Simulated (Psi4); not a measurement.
# OF2 (oxygen difluoride): TPSS/2ZaPa-NR (sweep point 1)

Aim: the vertical electron affinity of OF2 (oxygen difluoride) at TPSS/2ZaPa-NR (sweep point 1), from 2 runs. 

The results are computed with Psi4 1.11.

## 1. The structure to begin with

OF2 has 3 atoms, charge 0, and is taken as a singlet. As SMILES, `FOF`. The shape is that of a PBE0-D4/def2-TZVP optimisation.

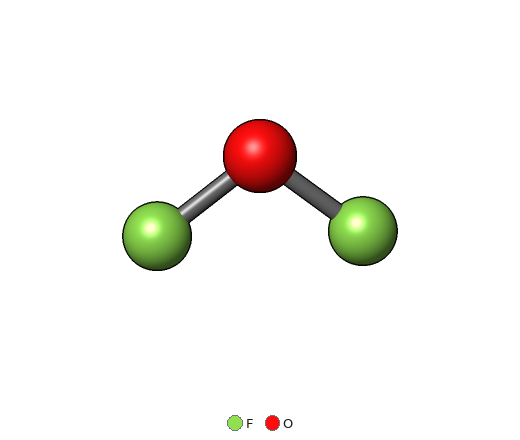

The structure, seen from a chosen angle (fluorine green, oxygen red).

## 2. A single-point energy at TPSS/2ZaPa-NR (sweep point 1)

Input file job.in:

```
memory 1600 MB

molecule {
  0 1
  F      1.80145702    -0.64243129     0.92269657
  O      0.00098266     1.06563546     0.11723861
  F     -1.80243967    -0.42322306    -1.03993518
  units bohr
  symmetry c1
}

set basis 2ZaPa-NR
set puream true
set scf_type pk
set dft_radial_points 99
set dft_spherical_points 590

E = energy("tpss")
print_variables()
```

The run is started by

```console
$ psi4 -n 1 job.in job.out
```

job.out:

```text
[...]
  Running in c1 symmetry.
[...]
  Nuclear repulsion =   74.899326465637344
[...]
  Multiplicity = 1
[...]
  Nalpha       = 13
  Nbeta        = 13
[...]
    Number of basis functions: 54
[...]
   @RKS iter   1:  -274.76535341851098   -2.43760e-01   5.25358e-03 ADIIS/DIIS
[...]
   @RKS iter   7:  -274.78889617035691   -5.53996e-09   4.37329e-07 DIIS
[...]
    Orbital Energies [Eh]
    ---------------------
    Doubly Occupied:
       1A    -24.506572     2A    -24.506555     3A    -19.109347
       4A     -1.289856     5A     -1.173004     6A     -0.887108
       7A     -0.591325     8A     -0.536641     9A     -0.502557
      10A     -0.409931    11A     -0.406945    12A     -0.397520
      13A     -0.287351
[...]
  @RKS Final Energy:  -274.78889617035691
   => Energetics <=
    Nuclear Repulsion Energy =             74.8993264656373441
    One-Electron Energy =                -530.1021381251741786
    Two-Electron Energy =                 209.7678877693756476
    DFT Exchange-Correlation Energy =     -29.3539722801957090
    Empirical Dispersion Energy =           0.0000000000000000
    VV10 Nonlocal Energy =                  0.0000000000000000
    Total Energy =                       -274.7888961703569066
[...]
 Multipole Moments:
 ------------------------------------------------------------------------------------
     Multipole            Electronic (a.u.)      Nuclear  (a.u.)        Total (a.u.)
 ------------------------------------------------------------------------------------
 L = 1.  Multiply by 2.5417464519 to convert [e a0] to [Debye]
 Dipole X            :         -0.0195677            0.0256463            0.0060786
 Dipole Y            :         -0.3640071            0.4778271            0.1138200
 Dipole Z            :         -0.0000000            0.0000000           -0.0000000
 Magnitude           :                                                    0.1139822
[...]
```

It took 12 s on 1 thread of Intel Xeon at 2.70GHz, shared host; peak memory 0.88 GiB.

## 3. The doublet anion at the same level

Input file f2o.in:

```
memory 1600 mb

molecule m {
  -1 2
  F      1.80145702    -0.64243129     0.92269657
  O      0.00098266     1.06563546     0.11723861
  F     -1.80243967    -0.42322306    -1.03993518
  units au
  symmetry c1
}

set basis 2ZaPa-NR
set reference uks
set puream true
set scf_type pk
set dft_radial_points 99
set dft_spherical_points 590
set maxiter 100

E, wfn = energy("tpss", return_wfn=True)
print_variables()
```

The run is started by

```console
$ psi4 f2o.in f2o.out -n 1
```

f2o.out:

```text
[...]
  Running in c1 symmetry.
[...]
  Nuclear repulsion =   74.899326465637344
[...]
  Multiplicity = 2
[...]
  Nalpha       = 14
  Nbeta        = 13
[...]
    Number of basis functions: 54
[...]
   @UKS iter   1:  -274.62294238610713   -1.01349e-01   1.04838e-02 ADIIS/DIIS
[...]
   @UKS iter  10:  -274.76457085067364   -2.31705e-09   5.37417e-07 DIIS
[...]
   @S^2 Observed:                7.519203022E-01
[...]
    Orbital Energies [Eh]
    ---------------------
    Alpha Occupied:
       1A    -24.161329     2A    -24.161316     3A    -18.718759
       4A     -0.954481     5A     -0.848310     6A     -0.563887
       7A     -0.267039     8A     -0.221918     9A     -0.182384
      10A     -0.097693    11A     -0.094305    12A     -0.084056
      13A      0.039789    14A      0.166482
    Alpha Virtual:
      15A      0.202043    16A      0.254586    17A      0.269962
      18A      0.282857    19A      0.303208    20A      0.363399
      21A      0.394666    22A      0.397235    23A      0.400742
      24A      0.423962    25A      0.457534    26A      0.581905
[...]
  @UKS Final Energy:  -274.76457085067364
   => Energetics <=
    Nuclear Repulsion Energy =             74.8993264656373441
    One-Electron Energy =                -538.7343859596021503
    Two-Electron Energy =                 218.7967440351967525
    DFT Exchange-Correlation Energy =     -29.7262553919055890
    Empirical Dispersion Energy =           0.0000000000000000
    VV10 Nonlocal Energy =                  0.0000000000000000
    Total Energy =                       -274.7645708506736355
[...]
 Multipole Moments:
 ------------------------------------------------------------------------------------
     Multipole            Electronic (a.u.)      Nuclear  (a.u.)        Total (a.u.)
 ------------------------------------------------------------------------------------
 L = 1.  Multiply by 2.5417464519 to convert [e a0] to [Debye]
 Dipole X            :         -0.0332806            0.0256463           -0.0076343
 Dipole Y            :         -0.6220004            0.4778271           -0.1441733
 Dipole Z            :         -0.0000000            0.0000000           -0.0000000
 Magnitude           :                                                    0.1443753
[...]
```

Run time: 26 s. Hardware: 1 thread of Intel Xeon at 2.70GHz, shared host; peak memory 0.88 GiB.

## 4. What came out

Level: TPSS/2ZaPa-NR (sweep point 1).

| quantity | value |
| --- | --- |
| singlet OF2: total energy | -274.78890 Eh |
| singlet OF2: dipole moment | 0.29 D |
| singlet OF2: HOMO energy | -7.82 eV |
| singlet OF2: LUMO energy | -3.74 eV |
| singlet OF2: HOMO–LUMO gap | 4.08 eV |
| doublet anion: total energy | -274.76457 Eh |
| doublet anion: HOMO energy (highest over α and β) | 4.53 eV |
| doublet anion: LUMO energy (lowest over α and β) | 5.50 eV |
| doublet anion: ⟨S²⟩ | 0.752 |
| vertical electron affinity (to the doublet anion) | -0.662 eV |

**Reading.** The anion lies 0.66 eV (63.9 kJ/mol) above the neutral: the electron isn't bound at this level, and such a value depends on the basis. Without diffuse functions anions come out too high. The HOMO (doublet anion) lies at positive energy, 4.53 eV, as semi-local functionals often give for anions; only total energies tell whether the electron is bound.
